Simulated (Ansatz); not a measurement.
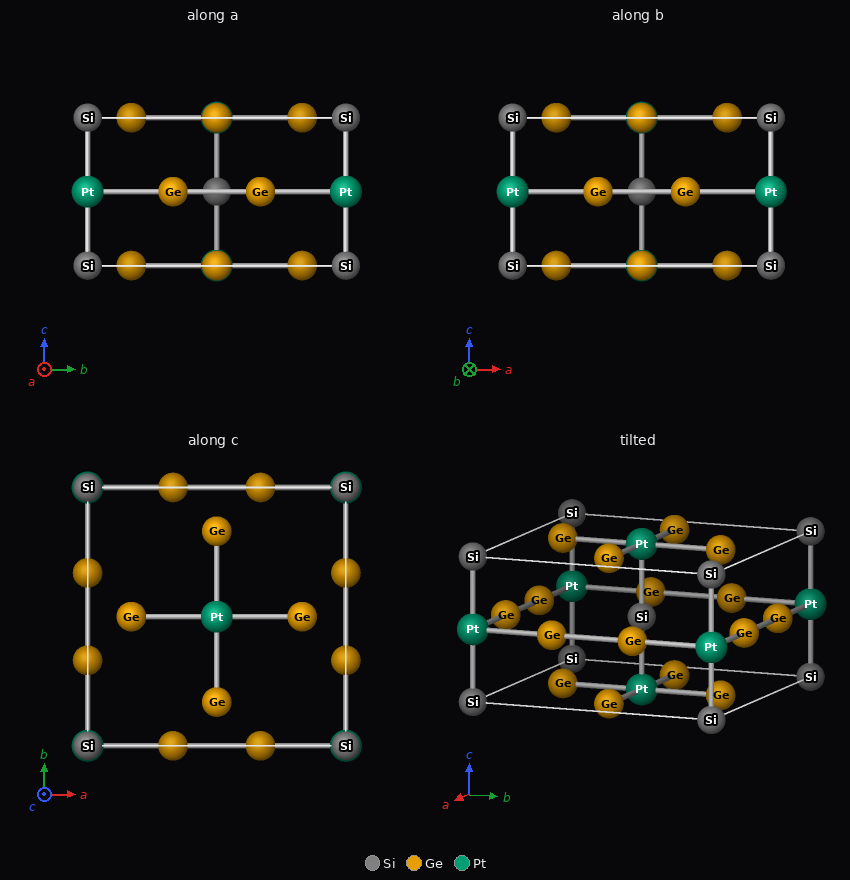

This ball-and-stick model is shown along the a axis, along the b axis, along the c axis and slightly off an axis. The lines enclose the conventional unit cell; boundary atoms appear with their images.

Lattice parameters: a = 7.856 Å, b = 7.856 Å, c = 4.497 Å, α = 90.00°, β = 90.00°, γ = 90.00°.

Record the structure as a table of Wyckoff sites, with free fractional coordinates to two decimals.

Answer. Space group I4/mmm (No. 139).
```
atom  site     x     y     z
  Si    2a  0.00  0.00  0.00
  Ge    8j  0.33  0.00  0.50
  Pt    2b  0.00  0.00  0.50
```

The cell started as a random cell made by a generator, so it need not be a real form of the compound. Atoms and cell were optimised with DFT PBE, scalar-relativistic, plane waves, PAW in Ansatz.
